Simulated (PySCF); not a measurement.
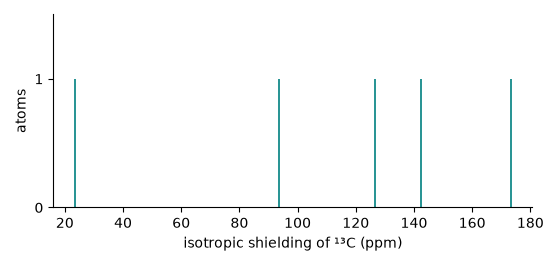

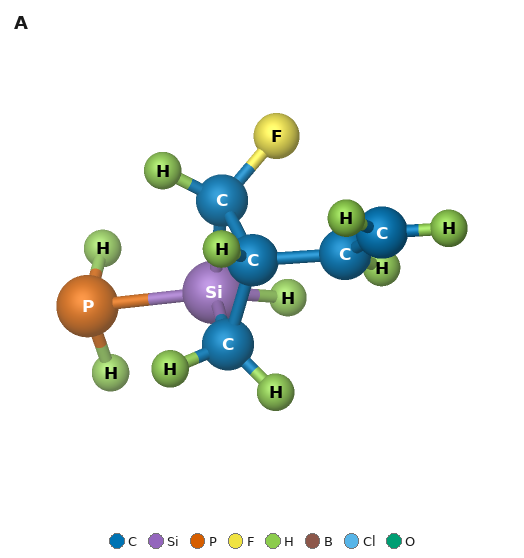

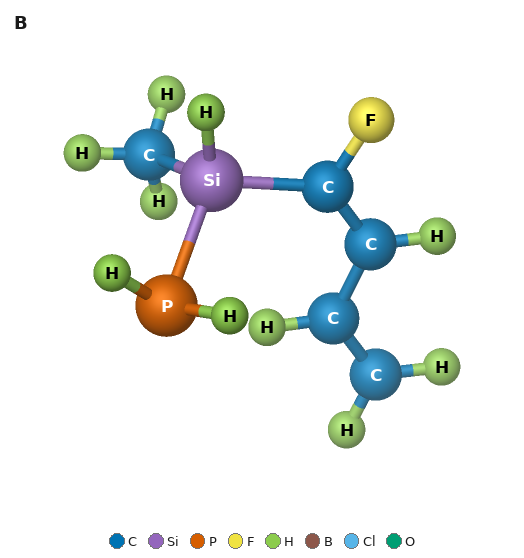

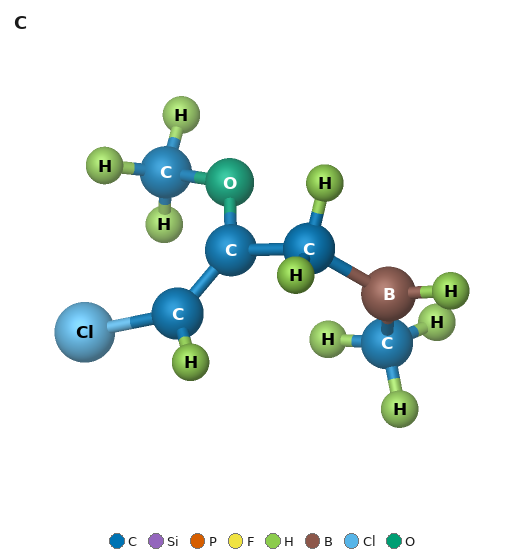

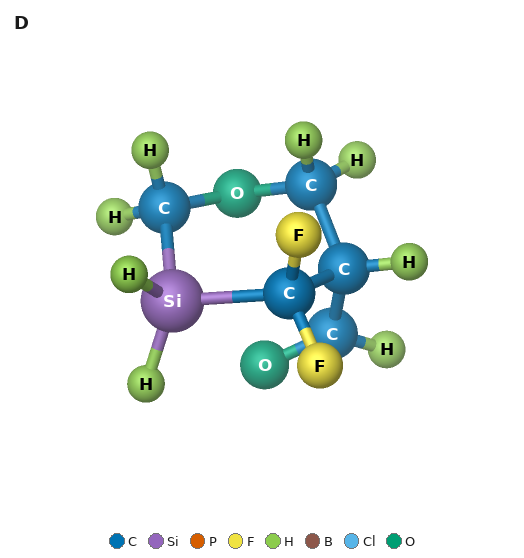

The sticks are computed shieldings of one of the molecules, for one fixed geometry (GFN2-xTB) without averaging over rotations. Low shielding means a high chemical shift. Method: GIAO PBE0/pcSseg-1 NMR shielding, non-relativistic, gas phase (PySCF 2.14.0).

> Match the spectrum to a structure.

C, `CBC/C(=C/Cl)OC`. Its 5 C atoms give lines at 23.5, 93.6, 126.6, 142.3, 173.2 ppm.

The geometry is semi-empirical. Around B, P, Si such bond lengths and angles can be off by a tenth of an ångström or more and by several degrees, and values that hang on the shape move with them.
